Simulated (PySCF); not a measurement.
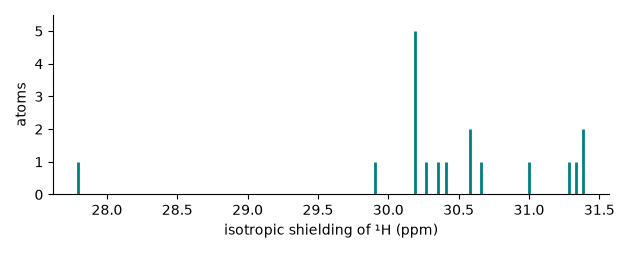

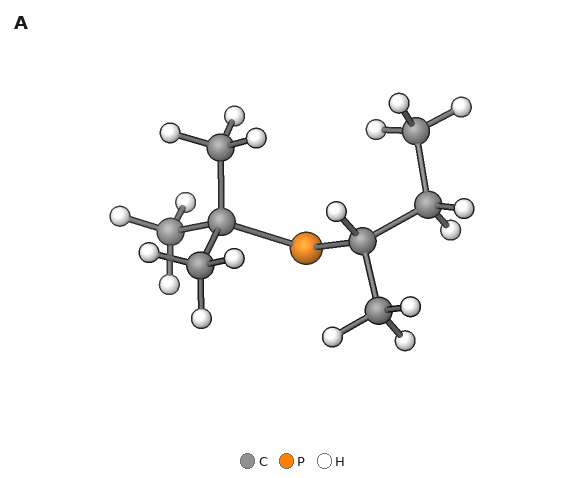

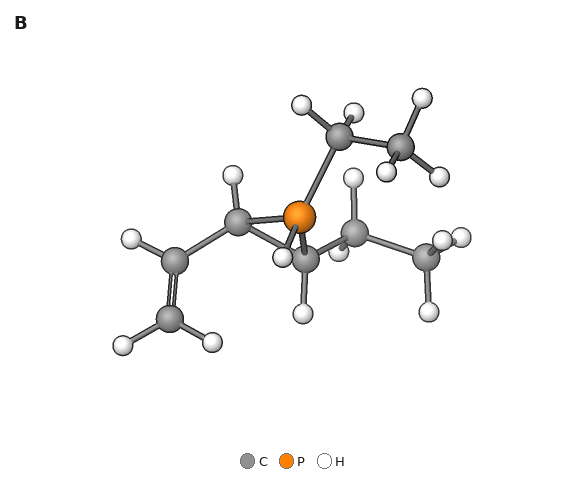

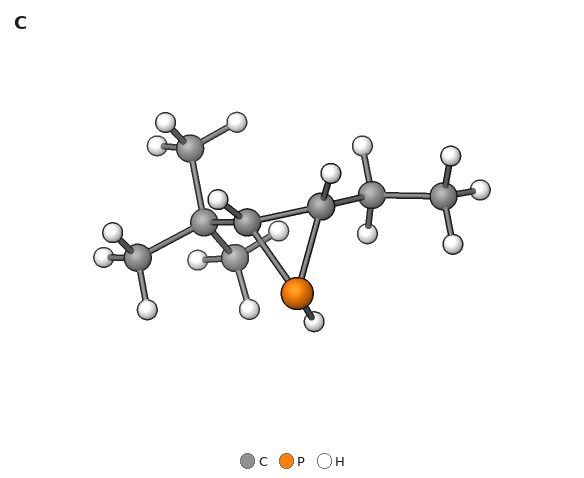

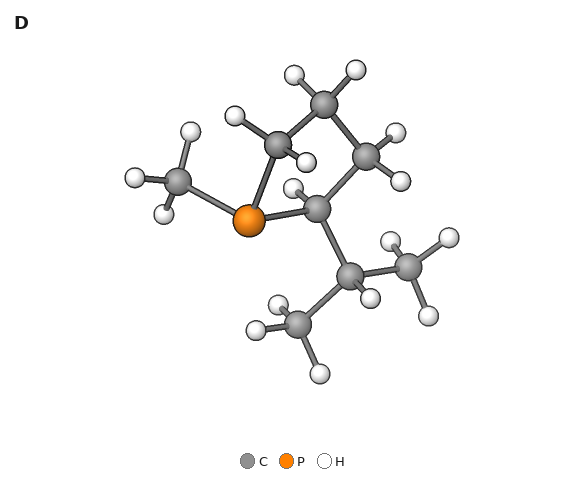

The sticks are computed shieldings of one of the molecules, for one fixed geometry (GFN2-xTB) without averaging over rotations. Low shielding means a high chemical shift. Method: GIAO PBE0/pcSseg-1 NMR shielding, non-relativistic, gas phase (PySCF 2.14.0).

Question: Match the spectrum to a structure.

Answer: A, `CC[C@H](C)[P-]C(C)(C)C`. Its 18 H atoms give lines at 27.80, 29.90, 30.19 (5 atoms), 30.26, 30.36, 30.41, 30.58 (2 atoms), 30.66, 31.00, 31.29, 31.33, 31.39 (2 atoms) ppm.

The geometry is semi-empirical. Around P such bond lengths and angles can be off by a tenth of an ångström or more and by several degrees, and values that hang on the shape move with them.
